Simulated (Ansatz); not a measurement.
The end point of a relaxation of Nb. Space group Im-3m (No. 229), bcc (W type). Level of theory: r2SCAN (plane waves to 500 eV, PAW, scalar-relativistic; Ansatz, a quantum-chemistry and plane-wave program).

```cif
data_Nb2
_chemical_formula_sum 'Nb2'
_space_group_name_H-M_alt 'Im-3m'
_space_group_IT_number 229
_space_group_name_Hall '-I 4 2 3'
_cell_length_a 3.30269
_cell_length_b 3.30269
_cell_length_c 3.30269
_cell_angle_alpha 90.000
_cell_angle_beta 90.000
_cell_angle_gamma 90.000
loop_
_atom_site_label
_atom_site_type_symbol
_atom_site_symmetry_multiplicity
_atom_site_Wyckoff_symbol
_atom_site_fract_x
_atom_site_fract_y
_atom_site_fract_z
_atom_site_occupancy
Nb1 Nb 2 a 0.00000 0.00000 0.00000 1
```
(The calculation used a cell of 1 atom; values per cell refer to that cell.)

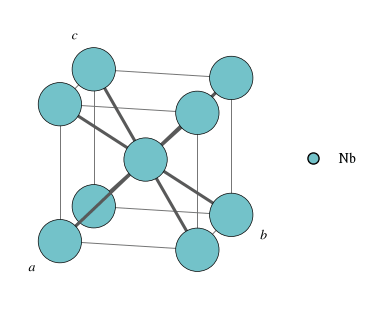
Fig. 1. The conventional cell of the relaxed structure

```json
{
  "volume_per_atom": "18.01 Å³",
  "band_gap": "zero (metallic)",
  "shortest_distances": "Nb–Nb 2.86 Å",
  "k-mesh": "20×20×20"
}
```

Band energies at high-symmetry points (eV from the Fermi level; labels of this space group; no spin-orbit coupling), from −5 eV up to 3.3 eV:

```json
[
 {"point": "Γ", "energies": "0.43 0.43 0.43"},
 {"point": "H", "energies": "-3.90 -3.90"},
 {"point": "N", "energies": "-3.91 -1.72 2.25"},
 {"point": "P", "energies": "-1.20 -1.20 -1.20"}
]
```

No spin polarisation in the result.

Measured for Nb: a 3.294 Å (static lattice; corrected from measurement; as listed in Daniel Mejia-Rodriguez, S. B. Trickey, Phys. Rev. B (2018)). Computed minus measured — a: r2SCAN +0.3 %. The computed values are for a static lattice.

The run could not lose the symmetry of its start; a randomly shaken copy of 2 atoms returns to this structure.
